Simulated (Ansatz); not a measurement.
```
Ge Bi H
1.0
     4.72878    0.00000    0.00000
     0.00000    4.72878    0.00000
     0.00000    0.00000    4.72878
Ge Bi H
3 1 4
Direct
  0.00000 0.50000 0.50000
  0.50000 0.00000 0.50000
  0.50000 0.50000 0.00000
  0.00000 0.00000 0.00000
  0.50000 0.50000 0.50000
  0.50000 0.00000 0.00000
  0.00000 0.50000 0.00000
  0.00000 0.00000 0.50000
```

Space group Pm-3m; a structure generated by program, which may or may not match a known phase; computed without spin polarisation.

Method: DFT PBE, scalar-relativistic, plane waves, PAW (Ansatz).

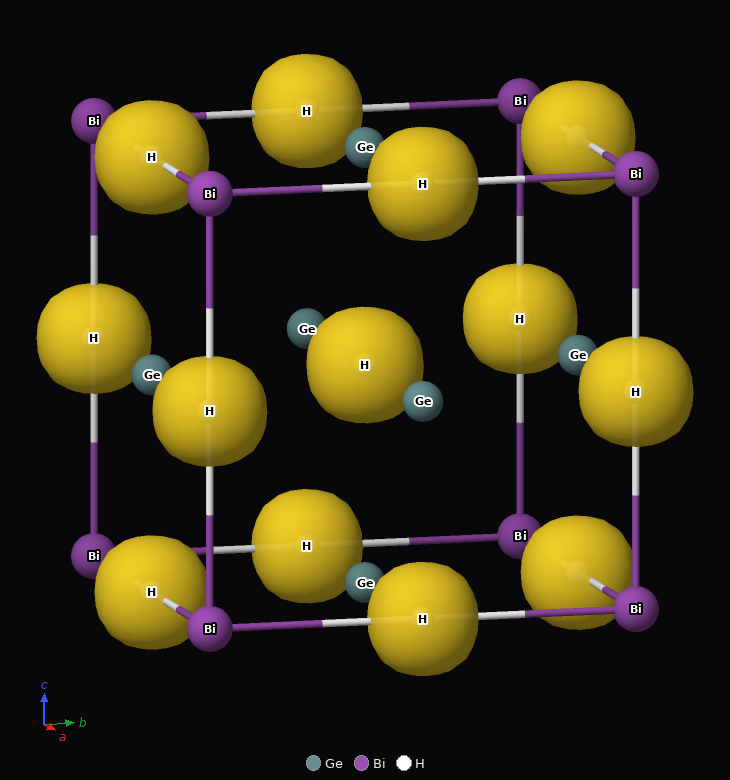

Ge₃BiH₄. Isosurface of the electron localisation function at 0.75 (yellow), seen slightly off an axis. Only the valence region is drawn (cores and ρ < 0.01 e/Å³ removed). Sticks mark near contacts.

Core electrons are frozen (PAW), and the valence fields are smoothed inside the atomic spheres.

**Describe the localisation domains.**

At this value the surface marks out four regions around hydrogen nuclei, counted in one cell of 8 atoms. Any copies at cell faces, edges or corners count once.

Values along the shortest contacts:
Bi–H (2.36 Å): the ELF climbs to about 1 towards the hydrogen. Ge–H (2.36 Å): the ELF climbs to about 1 towards the hydrogen.
